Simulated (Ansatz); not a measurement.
# Phonons of ZnGeW in the AlB2 type, part 3 of 3

The plan: relax ZnGeW in the AlB2 type, check its phonons, and, if the lattice is stable, compute its Eliashberg function and ρ(T).

Ansatz 0.2.0; DFT PBEsol, scalar-relativistic, plane waves, PAW; PAW set soft_1.

So far, highest frequency, solved or plainly interpolated (cm⁻¹): step 5 (lattice stability: q 2×2×2, k 4×4×6) 244; step 6 (k-mesh 6×6×9, q mesh 3×3×3) 245. Also lowest on path (cm⁻¹): step 5 -90.1. The relaxed cell has a = 4.403, c = 2.619 Å (conventional setting).

The structure was built from a prototype and need not be the compound's stable phase.

## 7. Phonons: Fermi–Dirac smearing of 0.3 eV

The phonons are repeated on the same meshes with a wide Fermi–Dirac smearing, to see whether the soft mode comes from sharp features of the Fermi surface.

input.yaml reads:

```yaml
crystal:
  lattice:
    - [4.4025267916, 0.0, 0.0]
    - [-2.2012633958, 3.8127000424, 0.0]
    - [0.0, 0.0, 2.6186214389]
  atoms:
    - { symbol: W, position: [0.0, 0.0, 0.0] }
    - { symbol: Ge, position: [0.3333333333, 0.6666666667, 0.5] }
    - { symbol: Zn, position: [0.6666666667, 0.3333333333, 0.5] }
kpoints:
  mp_grid: { grid: [6, 6, 9] }
hamiltonian:
  xc: pbesol
  pseudopotentials: { kind: paw, azcp: { folder: soft_1 }, xc_functional: pbe }
scf:
  occupations: { method: fermi_dirac, width: 0.3 }
output:
  eigenvalues: true
phonons:
  method: dfpt
  qmesh: [3, 3, 3]
  temperatures: { t_max: 1000, t_step: 50 }
  qpath:
    path:
      - [[0.0, 0.0, 0.0], [0.5, 0.0, 0.0], [0.33333333, 0.33333333, 0.0], [0.0, 0.0, 0.0], [0.0, 0.0, 0.5], [0.5, 0.0, 0.5], [0.33333333, 0.33333333, 0.5], [0.0, 0.0, 0.5]]
      - [[0.5, 0.0, 0.5], [0.5, 0.0, 0.0]]
      - [[0.33333333, 0.33333333, 0.5], [0.33333333, 0.33333333, 0.0]]
    npoints: 10
```

Run with:

```console
ansatz run input.yaml --threads 4 --pin off --max-ram 12288MiB --backend cpu --events-out ev --progress --plain --runs-dir out
```

Numbers of over 12 decimals in the logs are rounded to 6 here.

The program printed:

```text
[...]
band count auto-derived: 26 (N_el = 40.0; filled up to band 20; 24 by the electrons, moments and atoms)
[...]
Crystal: 3 atoms, lattice volume = 43.955 Å³
Basis set: ecut = 420 eV, 879 PW (Γ), exchange–correlation on 60×60×36 points (8 copies of the dense FFT grid, shifted against one another)
Bands: 26, of which v1, the nominal top of the filled ones, is band 20 counted from 1 (19 counted from 0)
Symmetry: 12 space group operations
k-points: 35 of 324 (time reversal used)
[...]
SCF iter   1: F=—  HF=-17791.479861 eV  |F-HF|=—  |Δ(HF+E_count)|=         —  Δρ=5.52e-2  dr2=1.58e0  ethr=3.10e-3  ⟨swp⟩=5.1  Hψ=4296  notcnv=0
[...]
SCF iter  10: F=-17791.062225 eV  HF=-17791.062225 eV  |F-HF|=3.64e-12  |Δ(HF+E_count)|=  1.82e-11  Δρ=9.64e-8  dr2=2.49e-12  ethr=1.00e-12  ⟨swp⟩=6.5  Hψ=4361  notcnv=0
SCF 1 converged in 10 iterations: F = -17791.062225 eV  dr2 = 2.49e-12
[...]
SCF iter  11: F=-17791.062225 eV  HF=-17791.062225 eV  |F-HF|=7.28e-12  |Δ(HF+E_count)|=  3.64e-12  Δρ=2.69e-10  dr2=4.88e-17  ethr=1.00e-12  ⟨swp⟩=1.2  Hψ=2052  notcnv=0
SCF 2 converged in 11 iterations: F = -17791.062225 eV  dr2 = 4.88e-17
[...]
SCF converged after 10 iterations
Free energy (F): -17791.062225 eV
[...]
Internal energy: -17790.606441 eV  (E = F + TS)
E sigma→0 (E₀):  -17790.834333 eV
Entropy (-TS):   -0.455784 eV (-151.928 meV/atom)
Fermi energy:    17.040347 eV
[...]
--- Band table (eV; the first three rows and the last of 35) ---
  k-point 0: bands = [... 16 lower, 12.2096, 12.6198, 14.5435, 17.9496, 17.9496, 19.7248, 19.7248, 22.0469, ... 2 higher]
  k-point 1: bands = [... 16 lower, 12.5066, 13.2569, 14.7690, 17.0171, 17.0171, 20.5121, 20.5121, 21.8042, ... 2 higher]
  k-point 2: bands = [... 16 lower, 13.3227, 14.7396, 15.3513, 15.6196, 15.6196, 19.0358, 21.1505, 21.1505, ... 2 higher]
  k-point 34: bands = [... 16 lower, 12.4325, 14.5436, 14.7092, 17.0435, 17.0511, 18.3851, 18.5924, 19.7732, ... 2 higher]
[...]
ASR residual: 1.921e-3 → 0.000e0 eV/Å²; symmetrization residual: 7.523e-6 eV/Å²
  ASR residual per site (eV/Å²): 1.92e-3 1.72e-4 9.10e-5
  Γ frequencies (cm⁻¹): -21.33 0.00 0.00 0.00 91.87 125.10 125.10 222.61 222.61
--- Phonons (arbitrary-q DFPT): 6 irreducible q on the 3×3×3 mesh ---
[...]
interpolated dispersion: 93 rows × 9 modes
[...]
```

It took 2.5 min on 4 threads of Arm Neoverse V2, shared host; peak memory 0.93 GiB.

Numbers from this step:

```yaml
share_of_imaginary_modes_in_the_plain_interpolation_between_solved_wavevectors: 0.0048
highest_frequency_solved_or_plainly_interpolated: 239.9 cm⁻¹
```

Solved on the 3×3×3 mesh alone; all other wavevectors are interpolated. The phonon branches at the labelled points (cm⁻¹):

```csv
point,branch 1,branch 2,branch 3,branch 4,branch 5,branch 6,branch 7,branch 8,branch 9
Γ,-21,0,0,0,92,125,125,223,223
M,-13,28,71,87,104,104,151,216,235
K,11,43,75,83,84,102,187,193,240
Γ,-21,0,0,0,92,125,125,223,223
A,85,85,108,108,174,203,209,209,236
L,77,82,105,142,174,188,214,221,226
H,84,93,97,159,171,188,190,226,232
A,85,85,108,108,174,203,209,209,236
jump to L,77,82,105,142,174,188,214,221,226
M,-13,28,71,87,104,104,151,216,235
jump to H,84,93,97,159,171,188,190,226,232
K,11,43,75,83,84,102,187,193,240
```

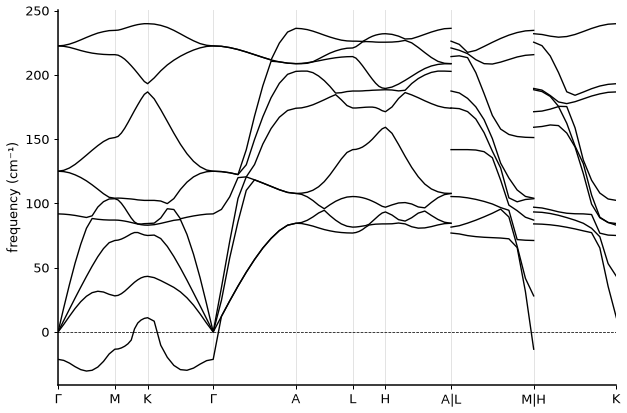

Phonon branches along the path.

Lowest modes at the softest wavevector of the mesh. The modes at q = (-0.333, 0.333, 0.000) (shares of kinetic energy by element, %) (negative means imaginary):

| mode | frequency (cm⁻¹) | W % | Ge % | Zn % |
| --- | --- | --- | --- | --- |
| 1 | -28.4 | 35 | 60 | 4 |
| 2 | 31.5 | 55 | 39 | 6 |
| 3 | 56.2 | 71 | 12 | 17 |
| 4 | 87.9 | 10 | 1 | 90 |
| 5 | 95.2 | 96 | 1 | 3 |
| 6 | 112.3 | 25 | 45 | 30 |

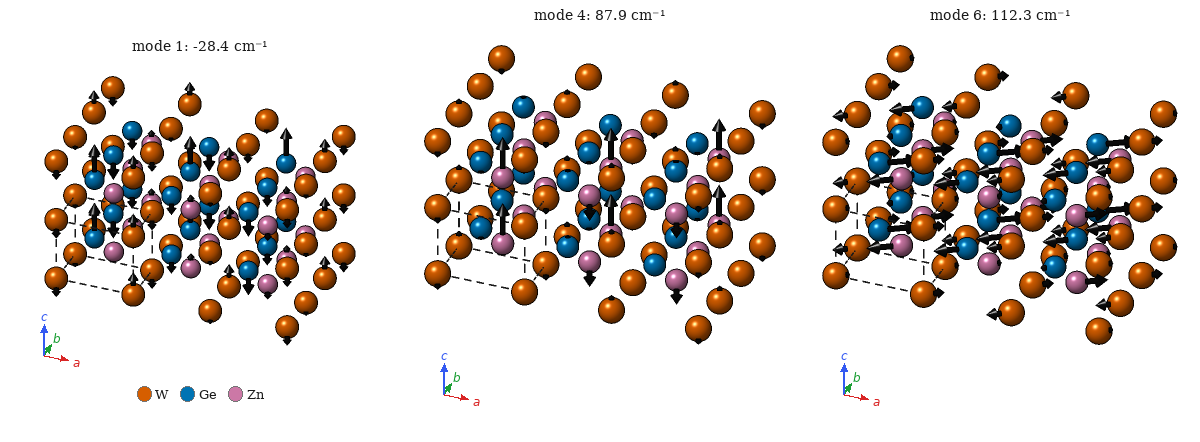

Displacement patterns of modes 1, 4 and 6 at q = (-0.333, 0.333, 0.000); arrows are exaggerated. 3×3×2 cells are drawn. Some periodic images of atoms are drawn too.

Among the solved wavevectors the lowest mode, translations apart, is -28.4 cm⁻¹, imaginary.

Between step 6 and this run (occupations Fermi-Dirac and smearing width 0.3 eV) the value for the highest frequency, solved or plainly interpolated moves from 245 cm⁻¹ to 240 cm⁻¹ (-2 %).

## 8. What came out

```
phonon run of the rows without a label of their own : PBEsol, q 3×3×3, k 6×6×9
softest mode on the q mesh                          : -40 cm⁻¹ at q = (0.333, 0, 0)
highest frequency, solved or plainly interpolated   : 245 cm⁻¹
```

What this shows: The lattice is dynamically unstable at this level: a mode at q = (0.333, 0, 0) is imaginary, 40i cm⁻¹, so no harmonic coupling constant or resistivity is defined for this structure. These meshes are coarse, and single modes of a metal can move by tens of cm⁻¹ with the k mesh. The coarser mesh found an imaginary mode at another wavevector, which this mesh lacks. Spin–orbit coupling, left out here, matters for W. The phonon runs are not spin-polarised. The PAW files were made for PBE; under other functionals the run regenerates their frozen core. The structure was built by hand as an ordered model, and its stability against other phases was not tested.

[Logs are printed without paths, hosts, clocks, repeated set-up lines and the standing remarks that a program may print on its own settings, such as how far it seeks lower states.]

[Hosts, paths, dates, database ids (printed as entryN), source tags and the programs' standing remarks are cut or masked in the printed files.]
